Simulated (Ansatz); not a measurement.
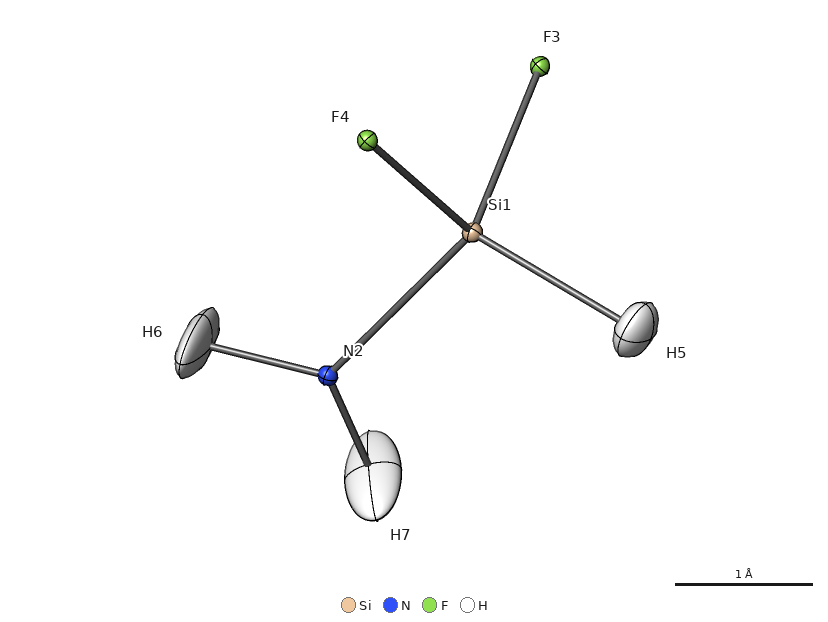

Displacement ellipsoids at the 50 % level, from the internal vibrations of the free molecule (harmonic, no overall translation or rotation; no half-axis is drawn under 0.075 Å). Vibrations computed with RKS PBE0-D4/def2-TZVP (Ansatz 0.2.0). Temperature: 100 K.

Which atom moves most?

H7, with U_eq = 0.0440 Å².

Does H6 move more along its bond or across it?

Across it: the root-mean-square amplitude is 0.069 Å along the bond and up to 0.321 Å across, since bending and torsion are softer than stretching.

Give the displacement parameters, one line for each set of equivalent atoms.

```json
{"atom": "Si1", "U_eq (Å²)": "0.00067", "rms amplitudes (Å)": "0.024, 0.025, 0.029"}
{"atom": "N2", "U_eq (Å²)": "0.0014", "rms amplitudes (Å)": "0.022, 0.039, 0.047"}
{"atom": "F3", "U_eq (Å²)": "0.0010", "rms amplitudes (Å)": "0.020, 0.036, 0.038"}
{"atom": "F4", "U_eq (Å²)": "0.0012", "rms amplitudes (Å)": "0.020, 0.035, 0.044"}
{"atom": "H5", "U_eq (Å²)": "0.0165", "rms amplitudes (Å)": "0.088, 0.141, 0.147"}
{"atom": "H6", "U_eq (Å²)": "0.0431", "rms amplitudes (Å)": "0.069, 0.147, 0.321"}
{"atom": "H7", "U_eq (Å²)": "0.0440", "rms amplitudes (Å)": "0.075, 0.140, 0.327"}
```
